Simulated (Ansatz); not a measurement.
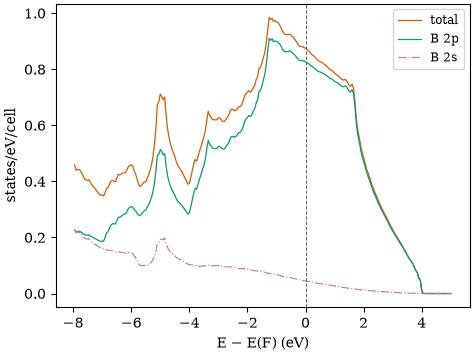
*Total and projected density of states of B (diamond, Fd-3m), PBE in the plane-wave PAW code Ansatz*

Which orbitals carry the states next to the Fermi level?

Within 0.5 eV of the Fermi level: B 2p 95 %, B 2s 5 %. Projections are on Löwdin-orthogonalised atomic valence shells; empty p or d shells of many metals are not among them.

Where is the tallest occupied peak in this window, and what makes it?

Near -1.2 eV, about 0.98 states/eV per cell; the largest projected share is B 2p.

The start of the workflow was typed in or built on a structure type; neither database checked (COD, Materials Project) lists it. It is not the phase usual at ambient conditions (space group No. 166). The PBE relaxation kept the symmetry of its start; its stability against distortions is not shown here.

Potentials: the earlier of the program's two PAW sets.
